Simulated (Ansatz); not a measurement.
Relaxed TiAl (CuAu type, space group P4/mmm):

```xyz
4
Lattice="5.6485 0.0000 0.0000 0.0000 2.8243 0.0000 0.0000 0.0000 4.0708" Properties=species:S:1:pos:R:3 pbc="T T T"
Al     1.4121     1.4121     2.0354
Al     4.2364     1.4121     2.0354
Ti     0.0000     0.0000     0.0000
Ti     2.8243     0.0000     0.0000
```

Scan: atom 2 (Al, nearest neighbour Al at 2.824 Å; its periodic images, 2.8 Å or more away, move with it) is displaced along Cartesian [110], direction (0.707, 0.707, 0.000) in Cartesian axes, by s. The other atoms stay.

Method: PBE (plane waves to 420 eV, PAW, scalar-relativistic; Ansatz, an electronic-structure program). k mesh 7×13×9 (Γ-centred), Fermi-Dirac smearing 0.05 eV. E stands for the smeared free energy. With partly filled bands, energies and forces of such displacements shift with the k mesh and the smearing. TiAl is run without spin polarisation. TiAl was relaxed with its symmetry unable to fall. ΔE is measured from the undisplaced structure.

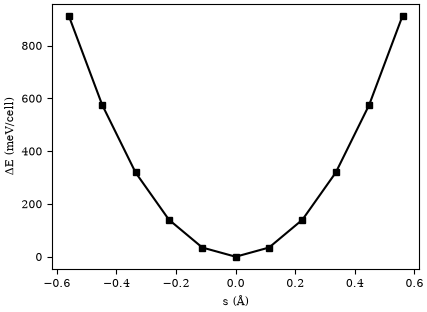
*ΔE (meV/cell) against s (Å); one marker a computed point.*

The force constant k = d²E/ds² at s = 0 (finite differences) is 5.54 eV/Å² and the energy at s = 0.560 Å is 913 meV/cell. The force along the line at s = -0.560 Å is 3.39 eV/Å. Symmetry of the curve: even: the same for both signs. Shape of the curve: a single well with its minimum at or next to zero displacement.

The forces along the line at the two nearest points give (0.623 − (-0.623)) / (2·0.112) = 5.56 eV/Å²; the next pair corrects for the finite step.

(For displaced atoms, the force is minus the slope of the energy, and its curvature is a force constant, which sets phonon frequencies.)
